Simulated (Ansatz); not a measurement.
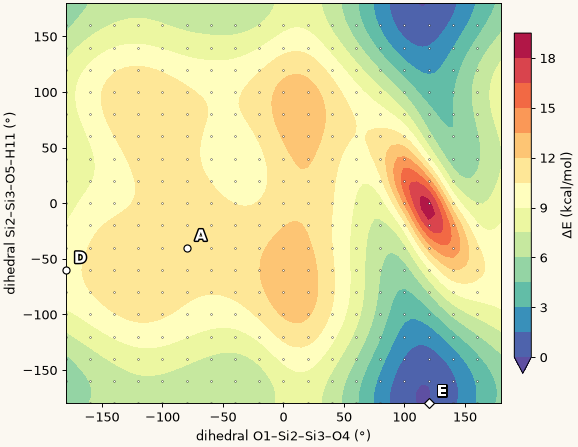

H6O3Si2, SMILES O[SiH2][SiH](O)O. The first coordinate is: dihedral O1–Si2–Si3–O4; the second: dihedral Si2–Si3–O5–H11. Nothing is relaxed (all other coordinates rigid). The grid has 18 × 18 points. Energies are in kcal/mol, from the lowest grid point. Computed with RKS PBE0-D4/def2-SVP in Ansatz 0.2.0.

The picture shows filled contours, dots at the grid points, lettered points. Between grid points the surface is interpolated.

### Is E the lowest point of the computed grid?

Yes. E, at dihedral O1–Si2–Si3–O4 = 120°, dihedral Si2–Si3–O5–H11 = −180°, has the lowest energy of the grid.

### What kind of point is each of A, D, E: minimum, saddle, maximum or slope?

A: saddle point; D: saddle point; E: minimum. (In these two coordinates alone; a stationary point may lie a little off the grid point.)

### Rank the lettered points by energy, lowest first.

E (0.0 kcal/mol), D (10.2 kcal/mol), A (11.0 kcal/mol).
